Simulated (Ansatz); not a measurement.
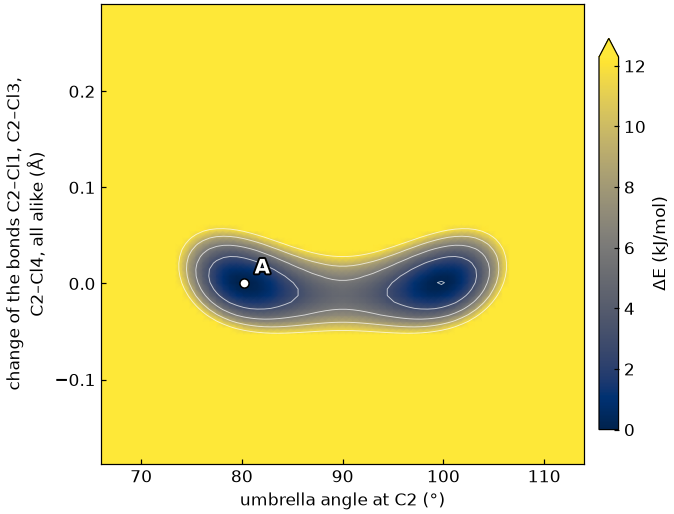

CCl3, SMILES Cl[C](Cl)Cl, spin multiplicity 2. First axis: umbrella angle at C2 (between each of its bonds and their common axis; 90 is planar). Second axis: change of the bonds C2–Cl1, C2–Cl3, C2–Cl4, all alike. Nothing is relaxed (all other coordinates rigid). The scan uses an 11 × 11 grid; 66 points were computed and 55 follow by symmetry. Points are written as (first, second). All energies are given in kJ/mol relative to the lowest grid point. The calculation used UKS wB97X-V/def2-SVP (Ansatz 0.2.0).

In the figure: a smooth colour map with a few white contour lines, one colour for all values above the top of the scale, the point A. Between grid points the surface is interpolated.

**Find the lowest pass out of the well at A.**

The easiest path leads from the well at (80.4°, 0.003 Å) to a well of about the same depth at (99.6°, 0.003 Å). Its highest point lies about 4.9 kJ/mol above the bottom of the first well on the interpolated surface, at about (90°, −0.01 Å). The start is the relaxed structure and all else is held, so a fully relaxed path at this level can only be lower.

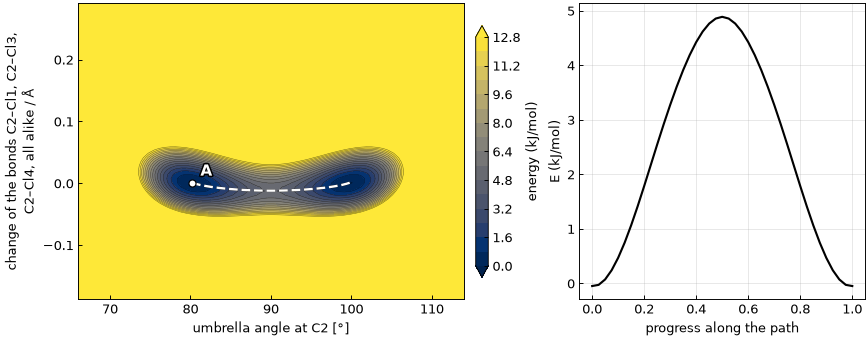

In the figure: filled contours, a line along the lowest path, one colour for all values above the top of the scale, the energy along the path at the right. Between grid points the surface is interpolated.
